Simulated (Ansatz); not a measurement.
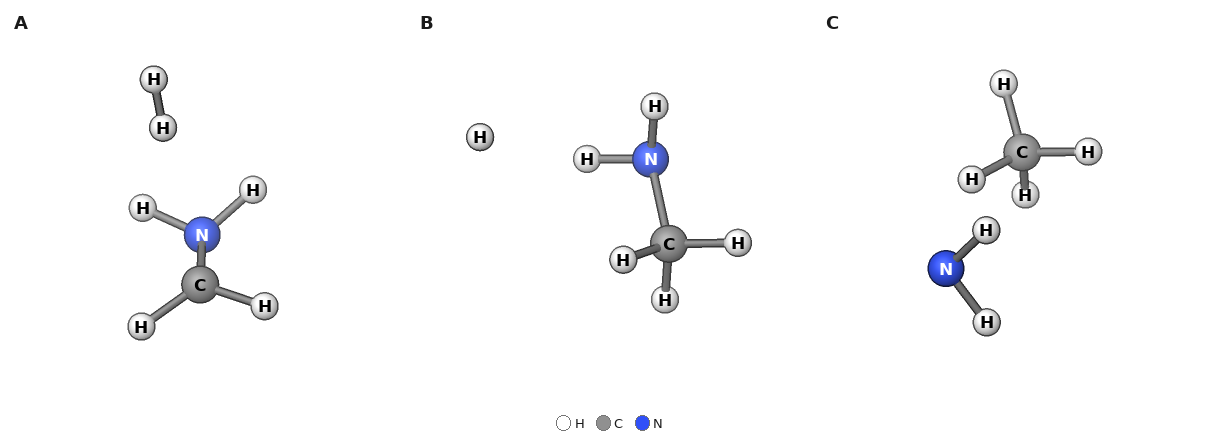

3 stationary structures of one formula. Charge 0, doublet. Geometries: PBE0-D4/def2-TZVP. Electronic energies: ωB97X-V/def2-TZVPP (Ansatz 0.2.0), without zero-point energy. No frequency run is at hand to confirm each as a minimum. Each is one conformer, not always the lowest.

> Which is lowest in energy, and by how much?

C is lowest (C1, a minimum); A lies 44.2 kJ/mol above it (Cs, a minimum), B lies 85.6 kJ/mol above it (Cs).
